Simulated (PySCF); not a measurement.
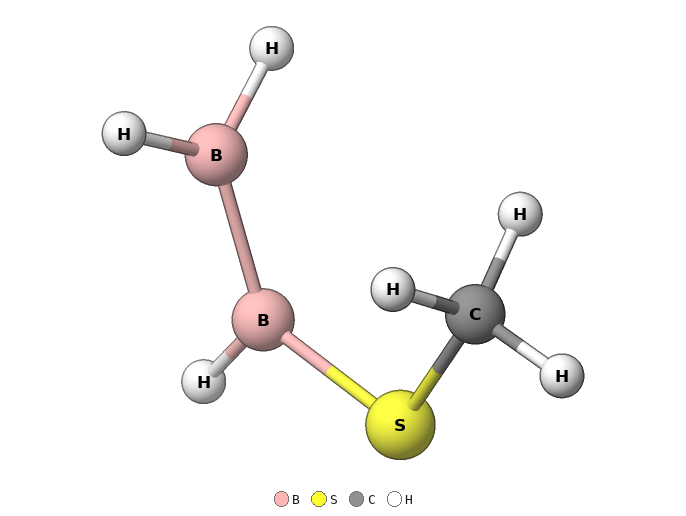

A ball-and-stick model of a molecule.

The computed structure is the end point of a PBE0-D3(BJ)/def2-SVP optimisation. No frequency run is at hand to confirm it as a minimum.

Count the atoms of each element.

CH6B2S, 10 atoms: 1 carbon, 6 hydrogen, 2 boron and 1 sulfur.

What is the point group of this geometry?

Cs.

How many bonds of each kind are drawn?

3 B–H, 3 C–H, 1 B–B, 1 B–S, 1 C–S.

Name some functional groups or characteristic bonds that it holds.

Among them: B–H bond.

More results for the same structure follow; atom numbers are the same in all pictures, views and colours differ.

**Excitation**

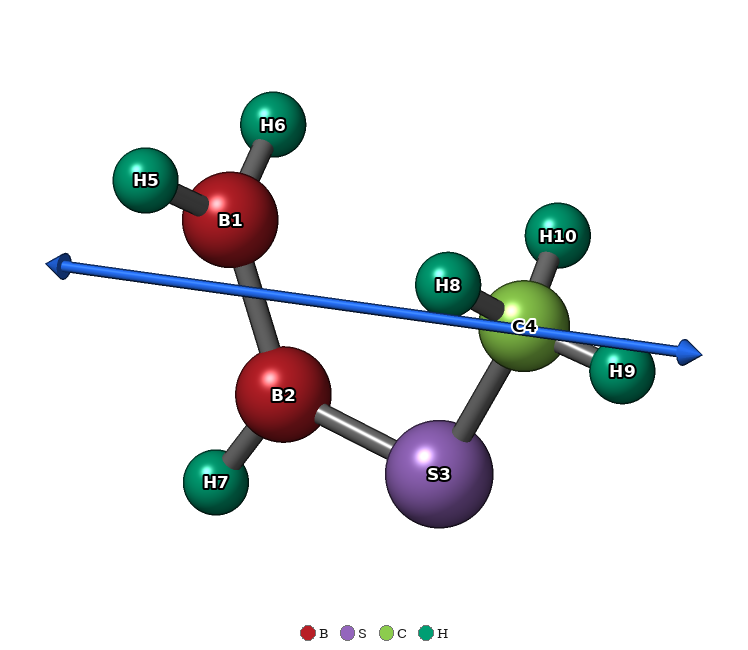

The double arrow shows the direction of the transition dipole to excited singlet state 9 (its length means nothing). No frequency run is at hand to confirm it as a minimum. Properties computed with TDDFT PBE0/aug-cc-pVDZ, vertical, gas phase, core orbitals frozen in the response (PySCF 2.14.0).

How is the transition polarised?

Close to the long direction B1···C4.

Give its energy, strength and character.

6.96 eV (178 nm), oscillator strength 0.041, mainly HOMO−1 → LUMO+2 (weight 0.90); transition dipole 1.25 D.

**NMR shielding**

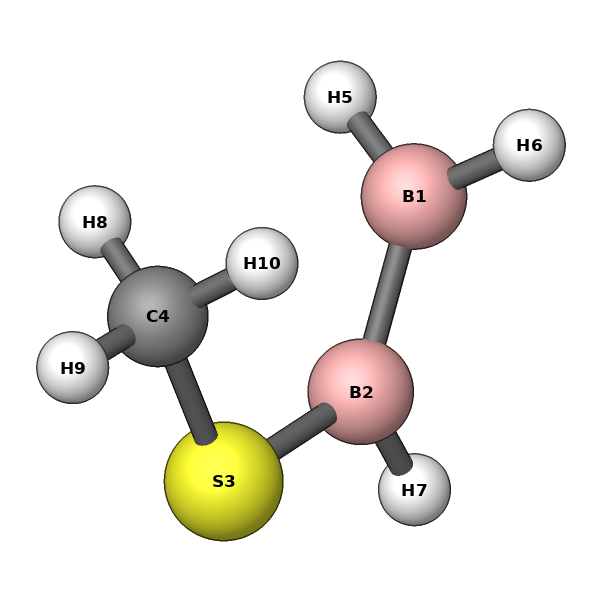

No frequency run is at hand to confirm it as a minimum. Method: GIAO KT2/pcSseg-2 NMR shielding, non-relativistic, gas phase (PySCF 2.14.0). Principal shieldings σ11 ≤ σ22 ≤ σ33, span Ω = σ33 − σ11, skew κ = 3(σiso − σ22)/Ω.

Give the shielding tensors of the S atoms.

| atom | σ11 | σ22 | σ33 | σiso | Ω | κ |
| --- | --- | --- | --- | --- | --- | --- |
| S3 | 144.7 | 469.4 | 523.6 | 379.2 | 378.9 | −0.71 |

Shieldings and span in ppm.

**Polarisability**

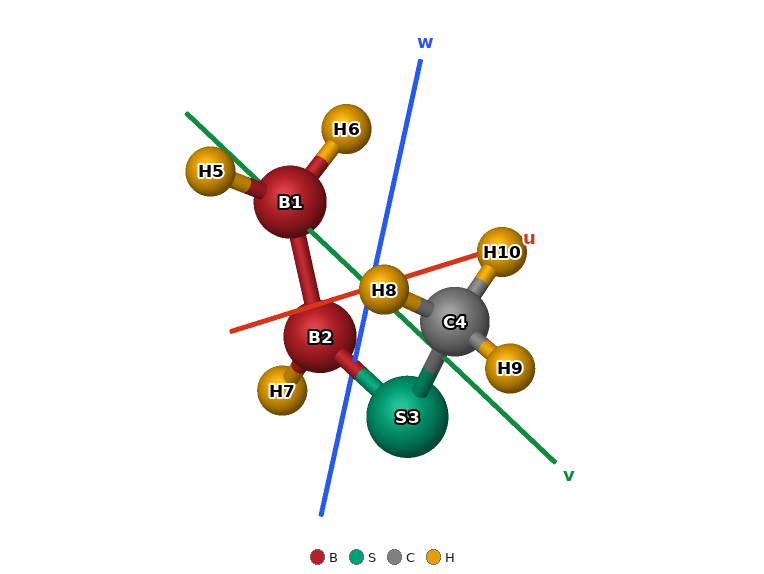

The lines u, v and w are the principal axes of the static dipole polarisability. No frequency run is at hand to confirm it as a minimum. Method: PBE0/def2-TZVPD (PySCF 2.14.0).

Along which axis is the molecule most polarisable, and along which least?

Most along v (nearly parallel to the B2–S3 bond), least along u.

Give the three principal values.

u 51.9, v 78.5, w 66.8 bohr³; mean 65.7, anisotropy 23.1 bohr³.
